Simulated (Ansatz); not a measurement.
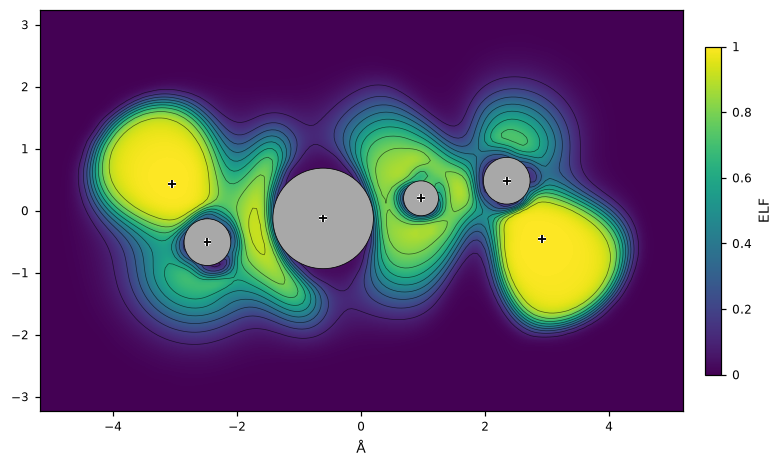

The electron localisation function on a plane through atoms (crosses mark nuclei in the plane; grey discs cover the cores).

Method: isolated molecule in a Gaussian basis; Kohn-Sham density functional theory, functional PBE0 (Ansatz 0.2.0).

Candidates:
A. C6H12Cl4Si4
B. C2H6AlO (SMILES C[O][Al+][CH3]) (charge +1)
C. H3OSi (SMILES O[SiH2+]) (charge +1)

Which system is this?

Candidate B: C2H6AlO on the plane of atoms Al3, C2 and H10, which holds C, Al, O and H. C–O (1.41 Å): the ELF peaks at about 0.90 between the atoms (a polar covalent bond). Al–O (1.61 Å): the ELF peaks at about 0.80 in the valence shell of O, 0.6 Å from its nucleus, and is about 0.35 at the midpoint.
